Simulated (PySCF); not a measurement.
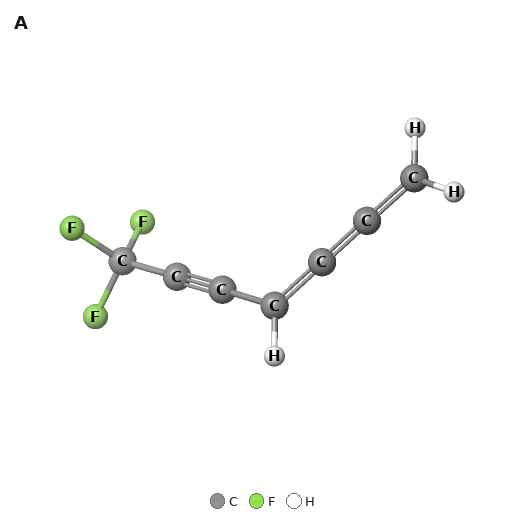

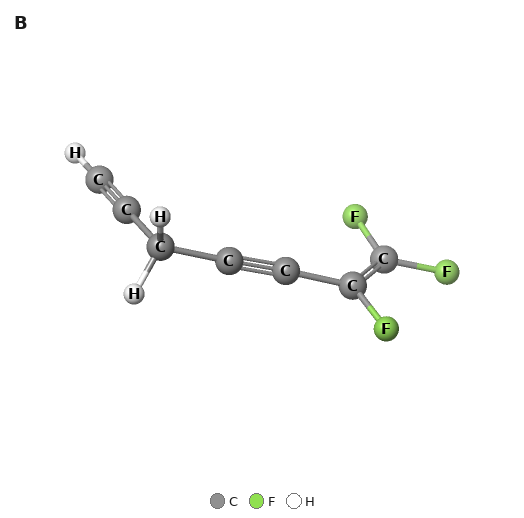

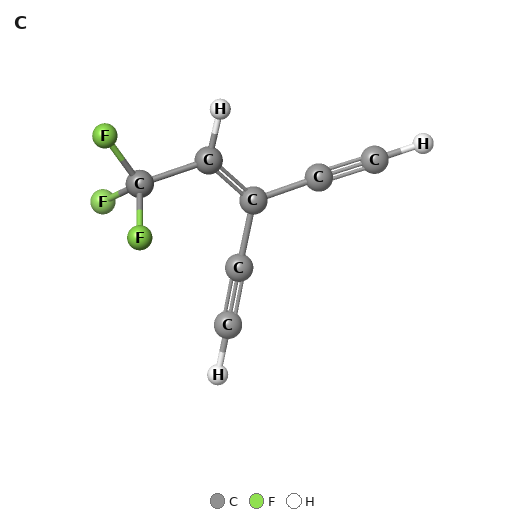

3 stationary structures of one formula. Geometries: GFN2-xTB. Electronic energies: PBE0/pcSseg-1 (PySCF 2.14.0), without zero-point energy. No frequency run is at hand to confirm each as a minimum.

### How are they related?

They are constitutional isomers of C7H3F3: A `C=C=C=CC#CC(F)(F)F`, B `C#CCC#CC(F)=C(F)F`, C `C#CC(C#C)=CC(F)(F)F`.

### Which is lowest in energy, and by how much?

C is lowest; A lies 2.8 kJ/mol above it, B lies 81.4 kJ/mol above it.
